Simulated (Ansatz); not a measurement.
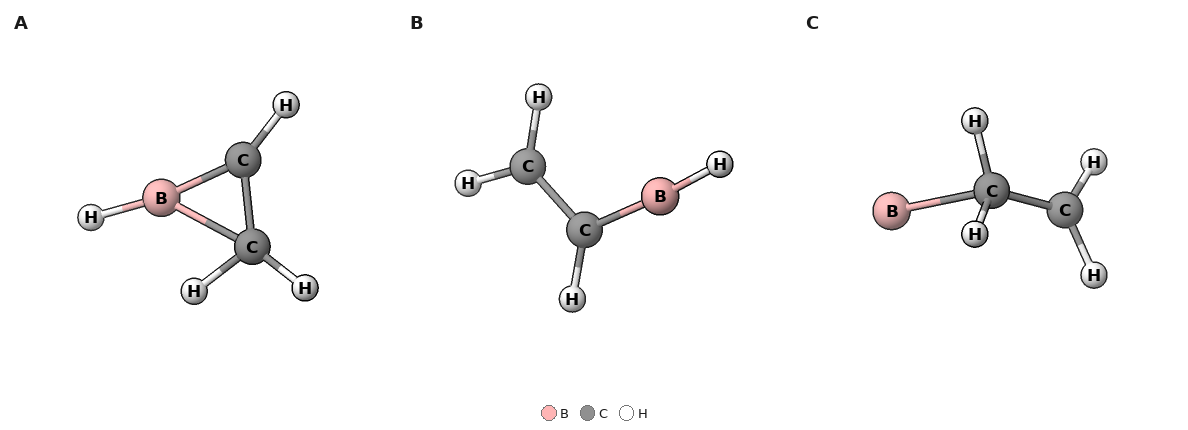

3 stationary structures of one formula. The species has charge +1 and is a spin singlet. Geometries: PBE0-D4/def2-TZVP. Electronic energies: B3LYP-D4/def2-TZVPP (Ansatz 0.2.0), without zero-point energy. No frequency run is at hand to confirm each as a minimum. Each is one conformer, not always the lowest.

Which is lowest in energy, and by how much?

B is lowest (Cs); A lies 0.158 eV above it (Cs), C lies 2.738 eV above it (Cs).
